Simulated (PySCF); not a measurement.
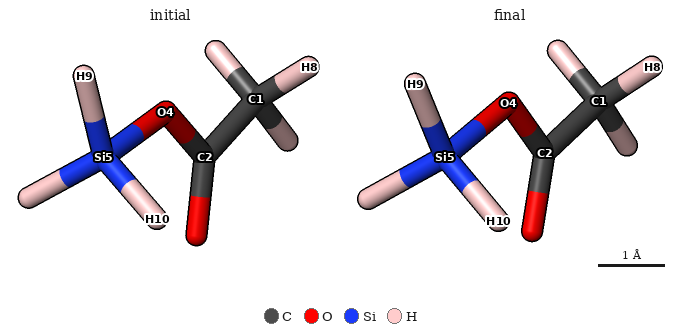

The structure of C2H6O2Si before (left) and after (right) a relaxation, at one scale.

A stick model, seen from a free direction.

The start comes from GFN2-xTB. Its atoms were then displaced at random by about 0.01 Å.

All numbers below come from PBE0-D3(BJ)/def2-SVP geometry optimisation, gas phase (PySCF 2.14.0, density-fitted response routines). 

Question: What changed between the two?

Answer: The largest move after the best rigid fit is that of an H atom, 0.22 Å. Largest moves by element: H 0.22 Å, O 0.15 Å, C 0.07 Å, Si 0.02 Å. Some distances before and after: O–Si 1.631 → 1.719 Å, H–Si 1.439 → 1.486 Å, C–H 1.063 → 1.100 Å, H–Si 1.459 → 1.486 Å. Bond angles that change, for instance: C–O–Si 123.7° → 116.1°, O–Si–H 96.7° → 102.6°, H–Si–H 114.8° → 110.4°. After 5 geometry steps the energy has fallen by 0.238 eV. The run took 25 s on 1 thread of Intel(R) Xeon(R) Platinum 8259CL CPU @ 2.50GHz (shared host).
